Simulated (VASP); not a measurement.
Band structure of AlN (space group P6_3/mmc). These are PBEsol GGA, VASP's PBE PAW potentials (set 64) (plane waves; VASP 6.6.1) values and carry that method's errors.

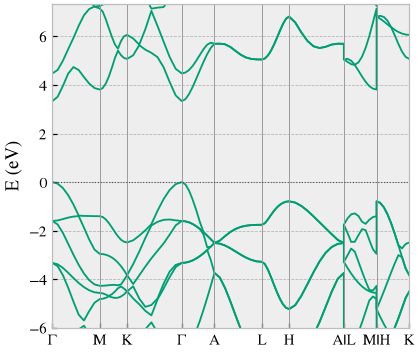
Figure: Bands along high-symmetry lines, zero at the valence-band maximum or, without a gap, the Fermi level

Q: Read the plot: is there a gap, and where are the band edges?

A: The gap is direct, 3.34 eV, from the valence maximum at Γ to the conduction minimum at Γ. (Edges off the drawn lines would not show.)

The structure comes from a computed database's AlN entry (P6_3/mmc); how it stands against other phases isn't given here. It was relaxed first.
